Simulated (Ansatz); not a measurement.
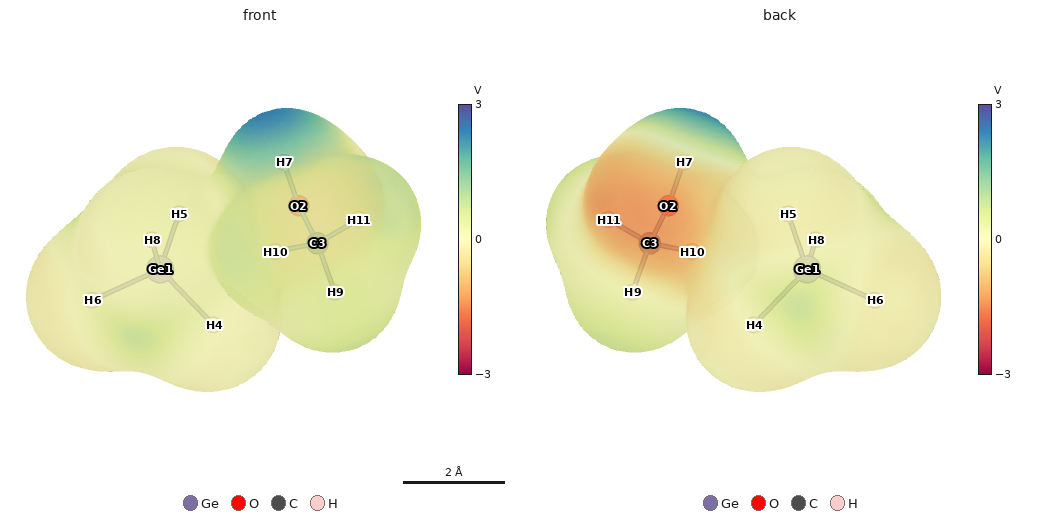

GeH4···CH4O. The molecular electrostatic potential painted on the density surface at 0.002 e/bohr³, seen from the front and from behind; red is negative and blue positive.

The product side of a reaction path; geometry: PBE0-D4/def2-TZVP.

Theory: RKS PBE0-D4/def2-TZVPP (Ansatz).

Input

```
crystal:
  periodic: [false, false, false]
  atoms:
    - {symbol: Ge, position_ang: [-0.550707, 1.617168, 1.032078]}
    - {symbol: O, position_ang: [0.833913, -0.346424, -1.067741]}
    - {symbol: C, position_ang: [0.200305, -1.594668, -0.893629]}
    - {symbol: H, position_ang: [-1.634530, 1.049404, 0.109793]}
    - {symbol: H, position_ang: [0.461620, 2.446396, 0.235374]}
    - {symbol: H, position_ang: [-1.218215, 2.523796, 2.083210]}
    - {symbol: H, position_ang: [1.718322, -0.398021, -0.698812]}
    - {symbol: H, position_ang: [0.163003, 0.475789, 1.771606]}
    - {symbol: H, position_ang: [-0.795696, -1.509994, -1.328909]}
    - {symbol: H, position_ang: [0.089744, -1.859930, 0.164963]}
    - {symbol: H, position_ang: [0.732242, -2.403520, -1.408030]}
basis:
  gaussian: {orbitals: def2-TZVPP}
hamiltonian: {xc: pbe0, dispersion: d4}
output: {orbitals: {seedname: orbitals}}
```

Launched as:

```sh
ansatz run in.yaml --threads 4 --pin off --events-out ev --progress --plain --max-ram 9574MiB
```

Q: Which sites attract a positive test charge, and which a negative one?

A: A positive charge is drawn to the negative regions and a negative charge to the positive ones. The most negative region (about −1.5 V) lies over O2, the most positive (about +2.4 V) over H7. O2 is the likeliest acceptor of a hydrogen bond.
